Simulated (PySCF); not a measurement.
C3H9ClSi, SMILES `C[Si](C)(C)Cl`.

Method: PBE0/def2-TZVP; geometry: GFN2-xTB; program: PySCF. No frequency check shows the geometry to be a minimum. A basis without diffuse functions makes polarisabilities too small. GFN2-xTB bond lengths at metals and heavier atoms can be off by up to 0.1 Å and shapes distorted, which carries into these values.

Coordinates in Å:

```
C1      -0.8978   -1.3515    1.2035
Si2     -0.3029    0.0004    0.0001
C3      -0.9032   -0.3640   -1.7697
C4      -0.8947    1.7196    0.5697
Cl5      1.7417   -0.0022   -0.0021
H6      -1.9818   -1.3957    1.2409
H7      -0.5395   -1.1700    2.2118
H8      -0.5504   -2.3307    0.9023
H9      -0.5400   -1.3293   -2.1197
H10     -1.9873   -0.3782   -1.8225
H11     -0.5480    0.3851   -2.4702
H12     -1.9786    1.7757    0.5904
H13     -0.5329    1.9488    1.5723
H14     -0.5359    2.5016   -0.0920
```

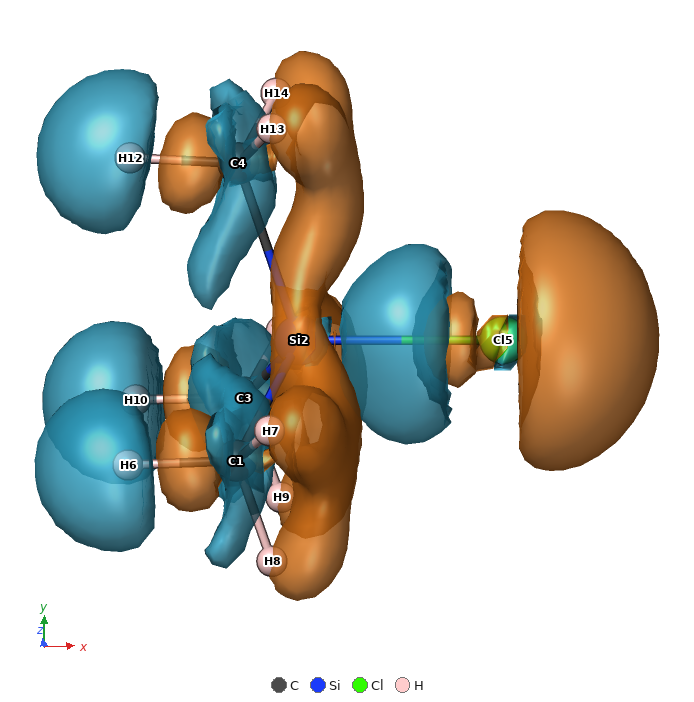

Change of the electron density in a uniform field of 0.21 V/Å, surfaces at ±0.0015 e/Å³ (light blue: gain, orange: loss).

> Along which Cartesian direction does the field point?

Along +x: electrons gather on the −x side, against the field.

> How large is the response?

The induced dipole is 0.77 D (along the field); α along this axis, from the fields in both directions, is 75 bohr³ (11.2 Å³).

> Which atoms gain and lose the most charge?

Electrons gather most on H6, H10 and H12 alike (Hirshfeld charge changes by −0.008 e) and leave Cl5 most (+0.021 e); 0.070 electrons are displaced in all.

Run time: 59 s on 1 thread of Intel(R) Xeon(R) 6975P-C (Granite Rapids), on a shared host, peak memory 1.1 GiB.
